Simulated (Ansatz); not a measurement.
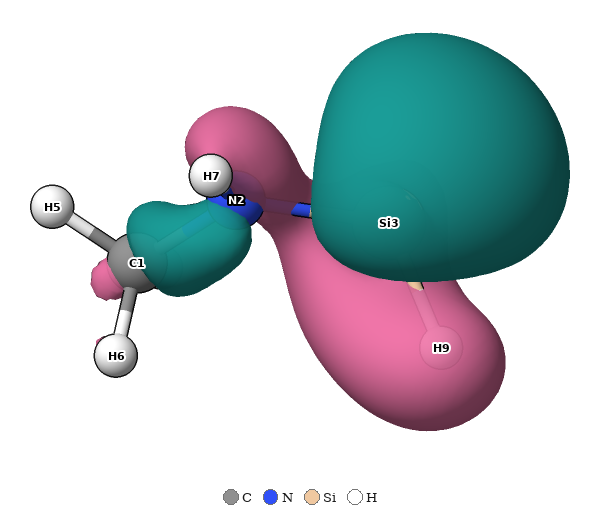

The picture shows: CH₆NSi (SMILES CN[SiH2]) (doublet). The HOMO (α) at ±0.1 Å⁻³ᐟ² (teal and pink are the two phases), seen from one side.

Geometry: displaced from a GFN2-xTB structure; not at a stationary point (largest force 1.1 eV/Å).

These are results of Ansatz 0.2.0, UKS PBE0-D4/def2-TZVPP, not measurements.

The calculation's input:

```
crystal:
  periodic: [false, false, false]
  atoms:
    - {symbol: C, position_ang: [-0.471800, 0.588200, -0.841100]}
    - {symbol: N, position_ang: [0.713700, 0.048700, -0.186100]}
    - {symbol: Si, position_ang: [0.651400, -0.971000, 1.174800]}
    - {symbol: H, position_ang: [-1.232800, -0.174000, -0.873500]}
    - {symbol: H, position_ang: [-0.203700, 0.848400, -1.878500]}
    - {symbol: H, position_ang: [-0.863500, 1.499700, -0.366000]}
    - {symbol: H, position_ang: [1.535000, 0.644600, -0.307200]}
    - {symbol: H, position_ang: [-0.114600, -2.156100, 0.818000]}
    - {symbol: H, position_ang: [0.154200, -0.369100, 2.454800]}
basis:
  gaussian: {orbitals: def2-TZVPP}
magnetization: {spin_polarized: true, initial_magnetization: 1}
hamiltonian: {xc: pbe0, dispersion: d4}
output: {forces: true, orbitals: {seedname: orbitals}}
```

Launched as:

```sh
ansatz run in.yaml --threads 8 --pin off --events-out ev --progress --plain --max-ram 10444MiB
```

Where does this orbital lie, and at what energy?

Answer. It lies mainly on Si3 (about 75 %), H9 (about 10 %) and N2 (about 10 %). Its energy is −5.76 eV.
